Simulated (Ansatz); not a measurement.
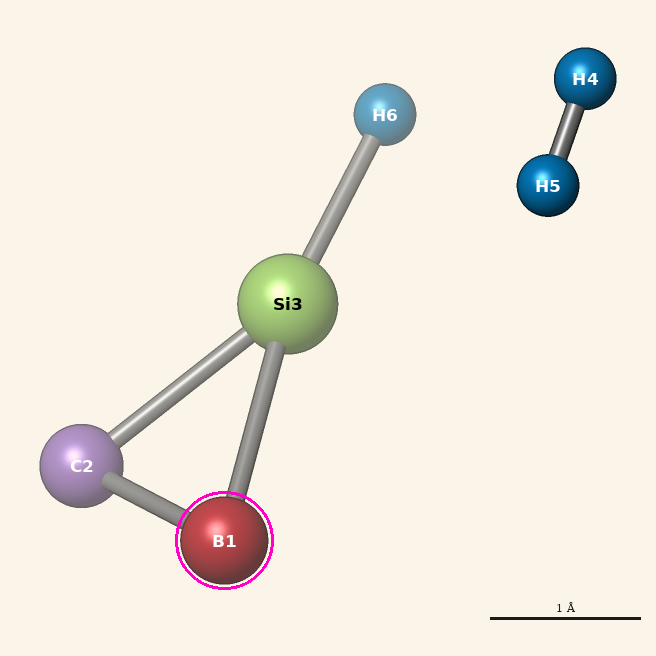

Orthographic view. Atoms fade into the background with distance from the viewer. Computed geometry: PBE-D4/def2-SVP optimisation. No frequency run is at hand to confirm it as a minimum.

Which atoms are bonded to the circled atom?

Answer. The circled atom is B1; it is bonded to C2, Si3.

Of B1 and C2, which is nearer the viewer?

Answer. B1; the bond to C2 points away from the viewer, so it looks shorter than its 1.43 Å.

Which two atoms are farthest apart in space?

Answer. C2 and H4, 4.76 Å.

Which atom is farthest from the viewer?

Answer. H6, 1.3 Å behind the mean position.
